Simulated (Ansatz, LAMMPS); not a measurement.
# Relaxing aqueous NH4+ and HCO3-, 1.1 mol of salt per kg of water, from a frame at 280 K (166 atoms)

Wanted: the relaxed structure of aqueous NH4+ and HCO3-, 1.1 mol of salt per kg of water, from a frame at 280 K (166 atoms) and its electronic structure.

Main program and level: Ansatz 0.2.0; Kohn-Sham DFT, PBE+D4, PAW (set soft_2), plane waves.

## 1. Starting point

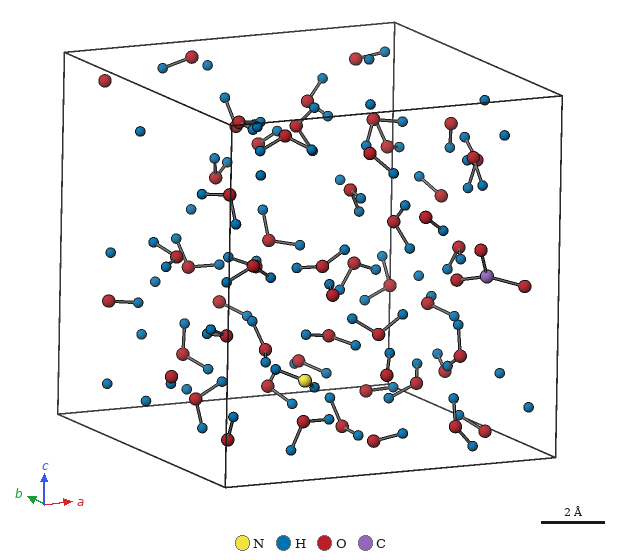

The cell as given, slightly off an axis (nitrogen yellow, hydrogen blue, oxygen red, carbon purple). Bonds to atoms that aren't drawn are left out. Some periodic images of atoms are drawn too.

The cell holds 166 atoms: 1 N, 109 H, 55 O and 1 C. Cell: a = 11.768 Å, b = 11.768 Å, c = 11.768 Å, α = 90.0°, β = 90.0°, γ = 90.0°. 52 H2O, 1 NH4+, 1 HCO3- placed at random, at 1.03 g/cm³; overlaps pushed apart, then 10 ps at 420 K with MMFF94 bonds, angles, torsions, charges and radii (Halgren, J. Comput. Chem. 17, 490 (1996)) in harmonic and 12-6 forms; SPC/E water (Berendsen, Grigera and Straatsma, J. Phys. Chem. 91, 6269 (1987)). Snapshot after 20 ps at 280 K and fixed volume.

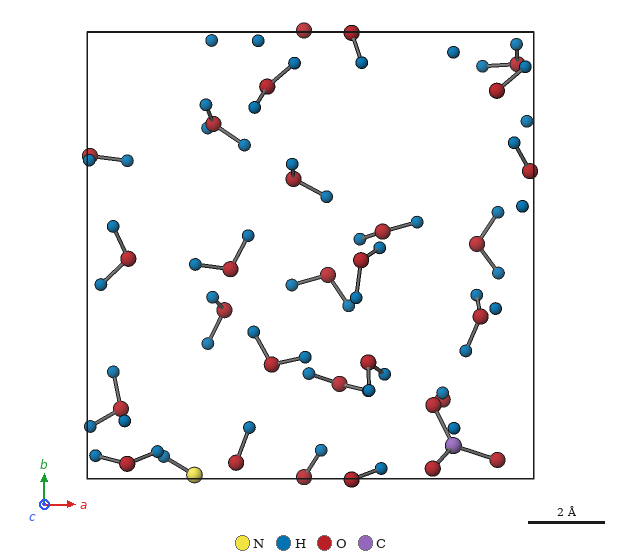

A slice 6 Å thick through the middle of the cell. Bonds to atoms that aren't drawn are left out.

Before any run, some limits are plain. The network of contacts between molecules at the start is that of the classical potential that made the cell. The concentration wasn't checked against solubility and may exceed it. The density was typed from a rule of thumb and may lie off the real one at this temperature. The Brillouin zone is sampled at Γ only, in a cell whose shortest periodic width is 12 Å.

## 2. Single point at the start

The forces at the start show how far the geometry lies from a minimum of this functional.

input.yaml

```yaml
crystal:
  lattice:
    - [11.76822, 0.0, 0.0]
    - [0.0, 11.76822, 0.0]
    - [0.0, 0.0, 11.76822]
  atoms:
    - { symbol: "N", position: [0.24021, 0.00815, 0.27382] }
    - { symbol: H, position: [0.22344, 0.94871, 0.21265] }
    - { symbol: H, position: [0.27861, 0.98095, 0.34684] }
    - { symbol: H, position: [0.2982, 0.06488, 0.23905] }
    [... 156 atom lines left out ...]
    - { symbol: O, position: [0.46197, 0.67099, 0.50874] }
    - { symbol: H, position: [0.45904, 0.70409, 0.58694] }
    - { symbol: H, position: [0.53618, 0.63112, 0.49762] }
    - { symbol: O, position: [0.92802, 0.35789, 0.75574] }
    - { symbol: H, position: [0.91441, 0.38072, 0.67503] }
    - { symbol: H, position: [0.9251, 0.42669, 0.80552] }
kpoints:
  mp_grid: { grid: [1, 1, 1] }
hamiltonian:
  xc: pbe
  dispersion: d4
scf:
  occupations: { method: fixed }
output:
  forces: true
  stress: true
  populations: true
  dos:
    method: { smearing: { sigma: 0.08 } }
    de: 0.1
    projected: { site_lists: { C: [C], H: [H], "N": ["N"], O: [O] } }
  eigenvalues: true
```

Command:

```sh
$ ansatz run input.yaml --threads 4 --pin off --max-ram 8192MiB --backend cpu --events-out ev --progress --plain --runs-dir out
```

Run time: 33 s. Hardware: 4 threads of Arm Neoverse V1, shared host; peak memory 2 GiB.

Numbers from this run:

| Property | Result |
| --- | --- |
| free energy | -33599.4933 eV |
| free energy per atom | -202.4066 eV/atom |
| SCF cycles | 10 |
| pressure | -1.207 GPa |
| r.m.s. force component | 0.5522 eV/Å |
| longest force | 2.874 eV/Å |
| Fermi energy | -1.559 eV |
| gap (highest filled to lowest empty level) | 3.202 eV |
| spilling of the projection | 0.011 |

The r.m.s. force component of 0.55 eV/Å and the pressure of -1.2 GPa set the starting point.

Neighbours are counted within 1.21 Å (H-O), 1.27 Å (H-N), 1.73 Å (O-C).

Length of the force by element and coordination:

```
element  coordination  atoms  mean length of the force (eV/Å)  spread  least  most
      C           all      1                             2.57       0   2.57  2.57
      H           all    109                            0.929    0.32  0.251  2.25
      N           all      1                             1.03       0   1.03  1.03
      O           all     55                            0.728   0.424  0.153  2.87
      O             1      2                             2.19   0.687   1.50  2.87
      O             2     53                            0.673   0.292  0.153  1.49
```

## 3. Relaxation

With the cell held, the atoms are moved downhill towards a nearby minimum.

input.yaml, the sections that differ from step 2:

```yaml
output:
  forces: true
relax:
  f_tol: 0.05
  max_steps: 200
# crystal, kpoints, hamiltonian, scf: as in step 2
```

Wall time 10 min (4 threads); peak memory 1.8 GiB; 38 min of CPU time.

Relaxation path (22 of 41):

```csv
step,energy less that of the first step (eV),largest force component (eV/Å)
1,0.0000,2.0851
3,-6.5577,1.2532
5,-8.3109,1.0872
7,-9.0689,0.2316
9,-9.4088,0.2442
11,-9.6122,0.6151
12,-9.6569,1.2867
14,-9.7918,0.7231
16,-9.8869,0.1698
18,-9.9232,0.3243
20,-9.9659,0.2069
22,-10.0039,0.5560
24,-10.0778,0.4027
26,-10.1048,0.1928
28,-10.1009,0.3895
30,-10.1216,0.1697
31,-10.1266,0.2129
33,-10.1506,0.2134
35,-10.2436,0.4158
37,-10.3369,0.1520
39,-10.3638,0.2764
41,-10.3734,0.0271
```

Relaxation step 28 was tried and not accepted.

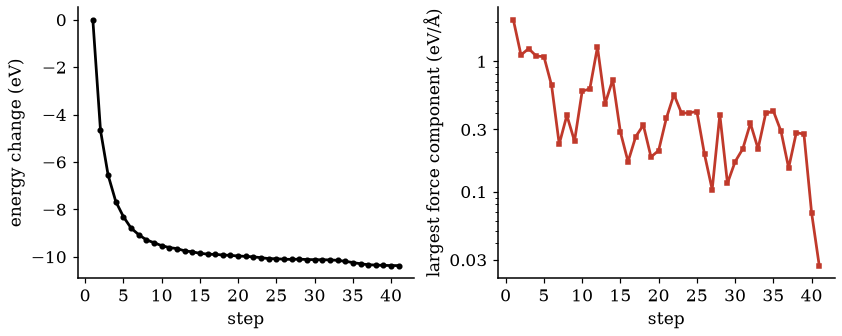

Energy and largest force along the relaxation.

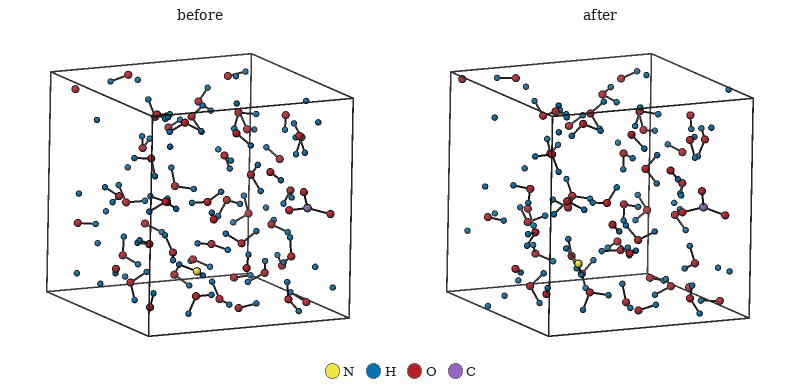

The structure before and after the relaxation, drawn at the same scale. Bonds to atoms that aren't drawn are left out.

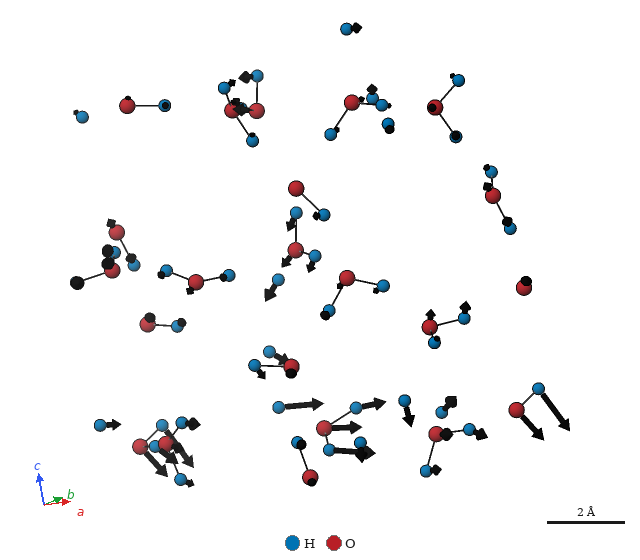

Displacements in the relaxation, scaled; the longest in the cell stands for 2.30 Å. Drawn is a slice 4 Å thick, seen at a slant to the ac plane. Bonds to atoms that aren't drawn are left out.

The atoms that moved most (Å):

```csv
atom,dx,dy,dz,length
H106,0.842,2.045,-0.625,2.298
H96,1.917,1.195,0.204,2.269
H142,0.884,0.382,-1.912,2.141
H31,-0.496,-1.855,-0.578,2.005
H2,-0.938,1.664,0.407,1.953
H126,1.433,1.084,-0.171,1.805
H150,-1.644,0.029,0.470,1.710
H5,0.036,1.591,0.531,1.677
```

The relaxation changed the energy by -62.5 meV/atom, and atoms moved by 0.84 Å r.m.s., 2.3 Å at most.

## 4. Structure statistics after relaxation

Bonds before and after, by the cutoffs listed below:

| pair | bonds before | bonds after | mean before (Å) | mean after (Å) | spread before (Å) | spread after (Å) |
| --- | --- | --- | --- | --- | --- | --- |
| H-O | 105 | 105 | 1.000 | 0.993 | 0.003 | 0.010 |
| H-N | 4 | 4 | 1.022 | 1.046 | 0.012 | 0.004 |
| O-C | 3 | 3 | 1.266 | 1.302 | 0.032 | 0.049 |

Density 1.03 g/cm³, 9.818 Å³ an atom.

Pair distribution functions g(r), in bins of 0.2 Å:

```csv
r (Å),total,H-H,H-O,H-C,H-N,O-O,O-C
0.90,4.16,0.00,9.55,0.00,0.00,0.00,0.00
1.10,1.11,0.00,2.16,0.00,22.15,0.00,0.00
1.30,0.08,0.00,0.00,0.00,0.00,0.00,20.75
1.50,0.77,1.70,0.09,0.00,0.00,0.00,0.00
1.70,1.41,0.80,2.44,0.00,0.00,0.00,0.00
1.90,0.46,0.06,0.98,1.52,0.00,0.00,0.00
2.10,0.58,1.21,0.13,0.00,0.00,0.00,0.00
2.30,0.99,2.20,0.04,0.00,0.00,0.25,0.00
2.50,0.46,1.04,0.00,0.90,0.00,0.00,0.00
2.70,0.78,0.45,0.12,4.88,0.00,4.37,0.00
2.90,0.61,0.36,0.67,0.72,0.67,1.25,0.00
3.10,1.17,0.59,2.02,0.00,2.42,0.22,0.00
3.30,1.17,0.84,1.67,0.52,2.81,0.43,1.03
3.50,1.07,1.18,1.12,0.49,0.00,0.62,1.96
3.70,1.14,1.32,0.95,1.29,1.30,0.97,4.44
3.90,1.15,1.28,1.01,1.16,1.58,1.10,0.81
4.10,1.08,1.11,1.06,2.10,1.38,1.04,0.00
4.30,1.10,1.06,1.04,0.96,0.96,1.55,1.27
4.50,0.98,0.96,0.97,0.88,0.28,1.19,0.59
4.70,1.10,1.17,0.95,1.58,1.33,1.42,0.54
4.90,0.98,0.93,1.02,0.75,1.50,1.04,0.99
5.10,0.93,0.88,1.00,0.45,1.82,0.83,0.92
5.30,1.01,0.93,1.14,0.21,1.26,0.82,1.25
5.50,0.90,0.91,0.95,1.57,0.39,0.68,1.17
5.70,0.90,0.93,0.93,0.93,0.91,0.66,1.45
```

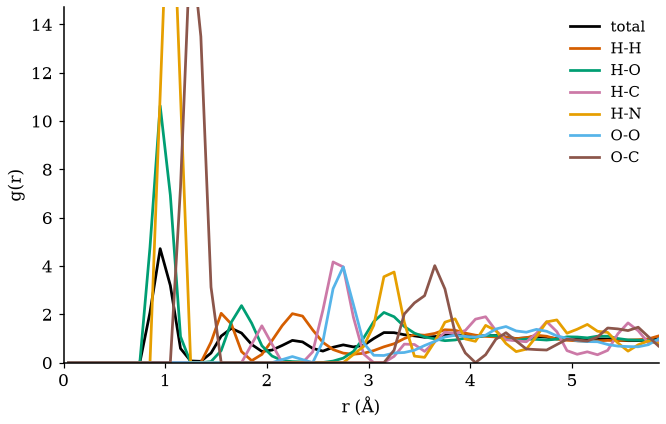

Pair distribution functions, lightly smoothed, with peaks cut at 14.

Bonds by pair of elements; cutoffs follow the first minimum of g(r), held within bounds set by covalent radii, and pairs that aren't listed don't count as bonded:

| pair A-B | cutoff (Å) | bonds | mean length (Å) | spread (Å) | shortest (Å) | B about A | A about B |
| --- | --- | --- | --- | --- | --- | --- | --- |
| H-O | 1.21 | 105 | 0.993 | 0.01 | 0.97 | 0.963 | 1.91 |
| H-N | 1.27 | 4 | 1.05 | 0.004 | 1.04 | 0.037 | 4 |
| O-C | 1.73 | 3 | 1.30 | 0.049 | 1.26 | 0.055 | 3 |

How many atoms have how many bonded neighbours:

```csv
element,mean,1,2,3,4
C,3,0,0,1,0
H,1,109,0,0,0
N,4,0,0,0,1
O,1.96,2,53,0,0
```

Bond angles (no mean is given where the spread exceeds 20°):

```csv
angle,count,mean (°),spread (°)
H-O-H,52,106,2
H-N-H,6,110,3
O-C-O,3,120,4.2
C-O-H,1,111,0
```

Hydrogen bonds between water molecules (O–O under 3.5 Å, H–O···O angle under 30°):

```
hydrogen bonds to other water  molecules
                            0          0
                            1          0
                            2          3
                            3         17
                            4         31
                            5          1
```

Bond length by coordination (bonds to H left out):

```
element  coordination  atoms  mean bond length (Å)
      O             1      2                  1.27
      O             2      1                  1.37
```

With the cutoffs above, all C atoms have 3, all H atoms have 1, all N atoms have 4 and 96 % of O atoms have 2 bonded neighbours. The H-O-H angle averages 106° with a spread of 2°. The 52 water molecules hold 3.58 hydrogen bonds each to other water on average, with a mean O–O distance of 2.75 Å.

## 5. Single point at the relaxed geometry

The electronic structure is read at the final geometry, in a run of its own.

input.yaml

```yaml
crystal:
  lattice:
    - [11.76822, 0.0, 0.0]
    - [0.0, 11.76822, 0.0]
    - [0.0, 0.0, 11.76822]
  atoms:
    - { symbol: "N", position: [0.21085, 0.13364, 0.28524] }
    - { symbol: H, position: [0.14371, 0.09007, 0.24722] }
    - { symbol: H, position: [0.27385, 0.07958, 0.31719] }
    - { symbol: H, position: [0.25119, 0.18304, 0.22244] }
    [... 156 atom lines left out ...]
    - { symbol: O, position: [0.43238, 0.63846, 0.47353] }
    - { symbol: H, position: [0.42937, 0.69124, 0.53994] }
    - { symbol: H, position: [0.5132, 0.62222, 0.45716] }
    - { symbol: O, position: [0.9276, 0.32221, 0.75342] }
    - { symbol: H, position: [0.90538, 0.3433, 0.67382] }
    - { symbol: H, position: [0.94728, 0.39672, 0.78755] }
kpoints:
  mp_grid: { grid: [1, 1, 1] }
hamiltonian:
  xc: pbe
  dispersion: d4
scf:
  occupations: { method: fixed }
output:
  forces: true
  stress: true
  populations: true
  dos:
    method: { smearing: { sigma: 0.1 } }
    de: 0.1
    projected: { site_lists: { C: [C], H: [H], "N": ["N"], O: [O] } }
  eigenvalues: true
  write_density: true
  write_potential: true
  volumetric_format: npy
```

Elapsed: 34 s, on 4 threads; peak memory 2 GiB; 2.2 min of CPU time.

The program notes that the exchange-correlation potential is rough where the density is thin.

The run gave:

| Property | Result |
| --- | --- |
| free energy | -33609.8667 eV |
| free energy per atom | -202.4691 eV/atom |
| SCF cycles | 9 |
| pressure | -0.1816 GPa |
| r.m.s. force component | 0.00613 eV/Å |
| longest force | 0.03814 eV/Å |
| Fermi energy | -2.455 eV |
| gap (highest filled to lowest empty level) | 4.859 eV |
| spilling of the projection | 0.01079 |

Löwdin charges by element and coordination (they lack the spilled electrons, 0.029 e an atom on average):

```csv
element,coordination,atoms,mean charge (e),spread,least,most
C,all,1,0.705,0,0.705,0.705
H,all,109,0.384,0.0127,0.327,0.415
N,all,1,-0.552,0,-0.552,-0.552
O,all,55,-0.676,0.0439,-0.735,-0.475
O,1,2,-0.513,0.003,-0.516,-0.510
O,2,53,-0.682,0.031,-0.735,-0.475
```

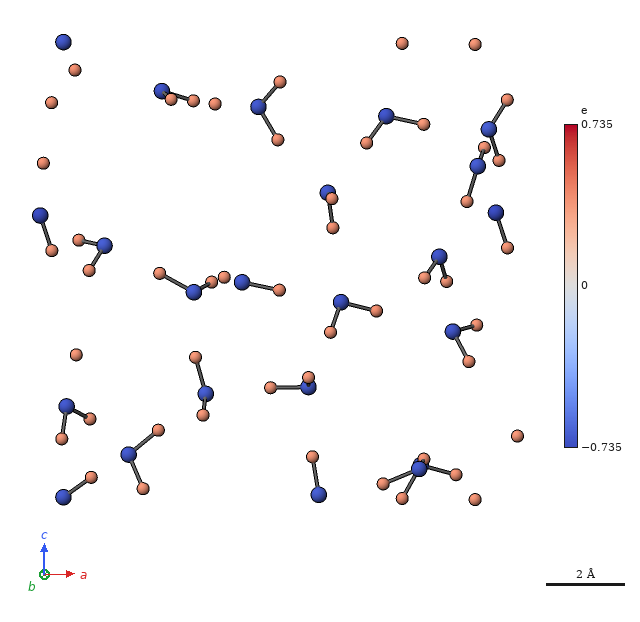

Atoms coloured by Löwdin charge. Drawn is a slice 4 Å thick, seen along the normal of the ac plane. Bonds to atoms that aren't drawn are left out.

States in the cell by windows of 1 eV, zero at the Fermi level; the larger projections on atomic orbitals stand beside the total:

```
from (eV)  to (eV)  total   O p   H s
      -10       -9    1.2   0.7   0.2
       -9       -8    0.8   0.5   0.1
       -8       -7    8.1   5.5   2.2
       -7       -6   81.8  53.6  23.5
       -6       -5   26.1  17.7   6.1
       -5       -4   12.0   8.9   1.5
       -4       -3   41.5  32.6   3.9
       -3       -2   42.7  36.1   2.1
       -2       -1   40.3  38.6   0.4
       -1        0   80.7  79.2   0.4
        0        1    0.9   0.9   0.0
        1        4    0.0   0.0   0.0
        4        5    2.0   0.0   1.2
```

With fixed occupations the program's Fermi level is the highest filled level; weight inside the gap is the broadening of levels at its edges.

Between -22 and -10 eV lie 112 more states.

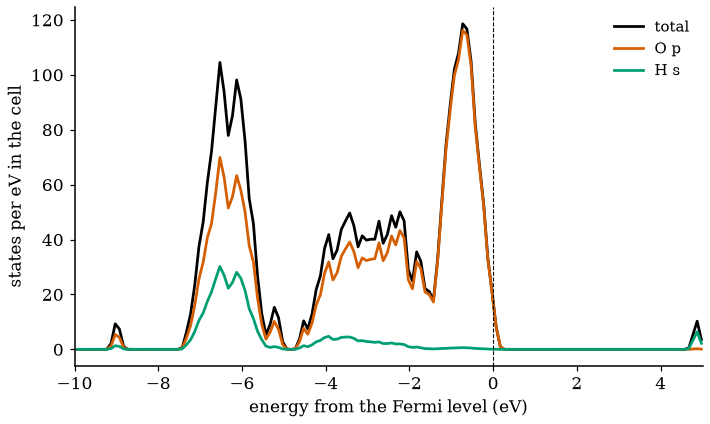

Total and projected density of states, with the broadening of the input.

The levels nearest the highest filled one (over half full), pooled over k-points and spins:

```
level less the highest filled one (eV)  occupation
                                -0.277           2
                                -0.255           2
                                -0.203           2
                                -0.160           2
                               -0.0848           2
                                     0           2
                                  4.86           0
                                  5.71           0
                                  6.19           0
                                  6.33           0
                                  6.38           0
                                  6.41           0
```

Mean Löwdin charges: C +0.70, H +0.38, N -0.55, O -0.68 e (they miss 1.1 % of the electrons, so they add up to more than the cell's charge). The largest share in the top eV of filled states is O p (99 % of the projected weight), and in the lowest eV of empty states H s (40 % of the projected weight).

## 6. Outcome

```
energy change in the relaxation                  : -62.49 meV/atom
r.m.s. displacement                              : 0.841 Å
largest displacement                             : 2.298 Å
free energy per atom                             : -202.4691 eV/atom
pressure                                         : -0.1816 GPa
r.m.s. force component                           : 0.00613 eV/Å
gap (highest filled to lowest empty level) : 4.859 eV
wall time of the 3 DFT runs                      : 11 min
```

**Reading.** Relaxation lowers the energy by 62.5 meV/atom and moves atoms by 0.84 Å r.m.s.; the r.m.s. force component goes from 0.55 to 0.0061 eV/Å, the pressure goes from -1.2 to -0.18 GPa, and the gap from 3.20 to 4.86 eV. By the final cutoffs no bond was broken or made. From the first step to the last the energy fell by 10.373 eV, and the largest move was 2.30 Å (H106, with 1 other atom within 2 % of it). The H-N bonds go from 1.022 Å (spread 0.012) to 1.046 Å (spread 0.004). With the cutoffs above, all C atoms have 3, all H atoms have 1, all N atoms have 4 and 96 % of O atoms have 2 bonded neighbours. The 52 water molecules hold 3.58 hydrogen bonds each to other water on average, with a mean O–O distance of 2.75 Å. The highest filled and lowest empty levels differ by 4.86 eV (at Γ alone); a semilocal functional tends to put such gaps too low. In a disordered cell it changes from sample to sample and from frame to frame.

Caveats: The network of contacts between molecules at the start is that of the classical potential that made the cell; in DFT atoms moved by 0.84 Å r.m.s.

[Logs are printed without paths, hosts, clocks, repeated set-up lines and the standing remarks that a program may print on its own settings, such as how far it seeks lower states.]

[Hosts, paths, dates, database ids (printed as entryN), source tags and the programs' standing remarks are cut or masked in the printed files.]

[The MMFF94 radii named for the starting cell were scaled by 0.96; in molecules described by MMFF94, hydrogen bound to N, O or S took a small fixed 12-6 site in their place.]
